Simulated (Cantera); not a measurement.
A closed system holds: 1 mol (CH₃)₂SiCl₂, 0.05 mol C₂H₄, 2 mol H₂, at 1.05 Torr.

Cantera equilibrium calculation (NASA polynomials, part measured and part estimated; ideal gas, pure solids and liquids). Candidate condensed phases: C, C₆H₆, C₇H₈, C₈H₁₈, Si, SiC; 109 gas species. The feed counts by its element totals alone. The tables' values for SiCl, SiCl₃ are old estimates; treat these amounts as uncertain. Gases not in the tables: Si₂H₆ and higher silanes. Equilibrium is a limit: real reactors are often held back by kinetics, nucleation or transport.

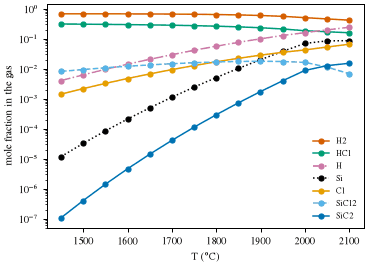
*Equilibrium gas composition (values under 1e-9 drawn at 1e-9)*

From 1450 °C to 2000 °C the condensed part is C(graphite) + SiC(s). From 2050 °C to 2100 °C the condensed part is C(graphite). The main Si-bearing gas is SiCl₂ at 1450 °C and Si at 2100 °C.
